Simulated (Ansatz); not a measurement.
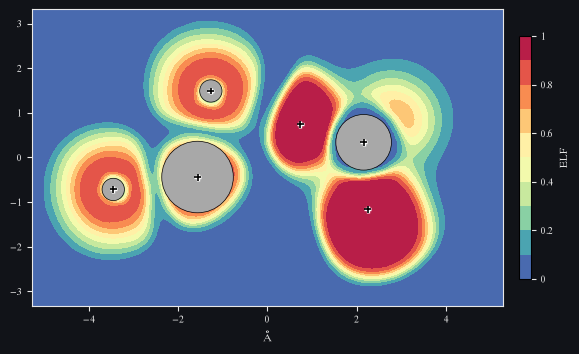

The ELF on a plane through atoms (crosses mark nuclei in the plane; grey discs cover the cores).

Level of theory: RKS PBE-D4/def2-SVP (Ansatz 0.2.0).

Candidates:
A. FGe2H3···H2O
B. ClF3H4HfSi

Question: Which candidate gave the map?

Answer: Candidate B: ClF3H4HfSi on the plane of atoms F2, Hf1 and F5, which holds Hf, F, Si and H. Hf–F (1.91 Å): the ELF peaks at about 0.85 in the valence shell of F, 0.5 Å from its nucleus, and drops to about 0.20 between the two atoms. Si–H (1.48 Å): the ELF climbs to about 1 towards the hydrogen, as it does in any bond to H.
